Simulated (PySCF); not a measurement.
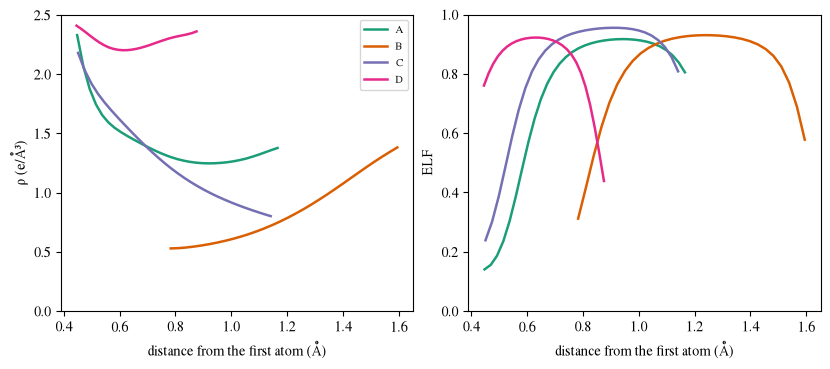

The picture shows: C₃H₈SSi (SMILES C=C[SiH2][S+]C) (charge +1, doublet). Electron density and electron localisation function along straight lines between neighbouring atoms. The curves leave out the atomic cores.

Geometry: GFN2-xTB.

Theory: UKS B3LYP, pcH-1 on C H S Si, non-relativistic, mean-field spin-orbit, GIAO (PySCF).

The calculation's input:

```
{"job": {"kind": "epr", "basis": "pcH-1"}, "charge": 1, "multiplicity": 2}
C     -2.590440     0.498177     0.083607
C     -1.445828    -0.057966     0.440279
Si    -0.191962    -0.798440    -0.782765
S      1.425877     0.745400    -0.706457
C      2.409515     0.303953     0.726064
H     -3.308923     0.827695     0.822535
H     -2.889846     0.647920    -0.941551
H     -1.186313    -0.144753     1.490640
H      0.461409    -1.980637    -0.235003
H     -0.584875    -0.746629    -2.178591
H      3.411598     0.063105     0.369516
H      2.490855     1.182563     1.363799
H      1.994545    -0.539901     1.267284
```

Command:

```sh
OMP_NUM_THREADS=1 python probes_run.py task.json out
```

Q: Which curve belongs to which contact (C–C, C–S, C–Si and Si–S)? The first atom named is at distance zero.

A: Curve A: C–S (1.79 Å): ρ at the midpoint is about 1.2 e/Å³; the ELF peaks at about 0.90 between the atoms (localised, covalent bonding). Curve B: Si–S (2.24 Å): the density is about 0.7 e/Å³ at the midpoint; the ELF peaks at about 0.95 between the atoms, as expected for a shared electron pair. Curve C: C–Si (1.90 Å): the density is about 0.97 e/Å³ at the midpoint; the ELF peaks at about 0.95 between the atoms: localised, covalent bonding. Curve D: C–C (1.32 Å): ρ is about 2.2 e/Å³ halfway; the ELF peaks at about 0.90 between the atoms; a multiple bond.
